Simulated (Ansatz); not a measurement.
HfBe₃

```
CELL_PARAMETERS angstrom
3.67742 0.00000 0.00000
0.00000 3.67742 0.00000
0.00000 0.00000 3.67742
ATOMIC_POSITIONS crystal
Hf 0.00000 0.00000 0.00000
Be 0.00000 0.50000 0.50000
Be 0.50000 0.00000 0.50000
Be 0.50000 0.50000 0.00000
```

Space group Pm-3m; started from the Cu3Au (L1_2)_221 prototype, which need not be the ambient phase.

Computed with Ansatz, DFT PBE, scalar-relativistic, plane waves, PAW.

Question: What can the converged valence pseudo-density and electron localisation function tell about the bonding?

Answer: Hf–Be (2.60 Å): ρ at the midpoint is about 0.26 e/Å³; the ELF is about 0.20 at the midpoint: no localised pair shows between them.

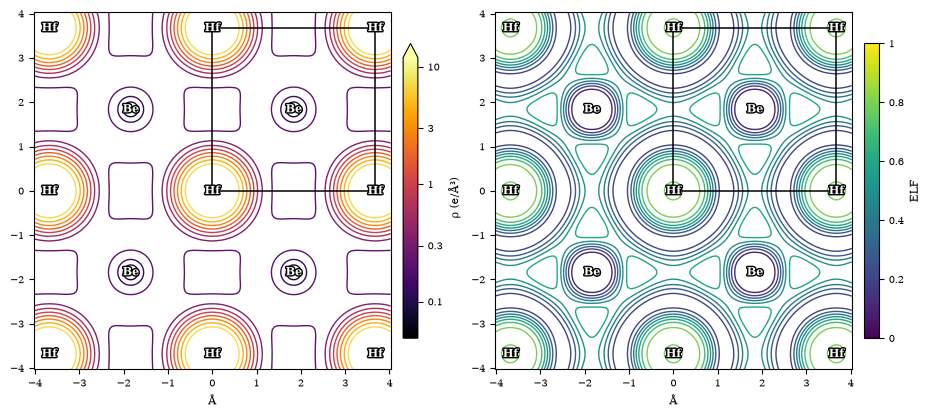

Computed valence pseudo-density and electron localisation function on the (100) plane of the conventional cell, in this order. 

In a PAW calculation such maps are meaningful between the atoms, not at the nuclei.
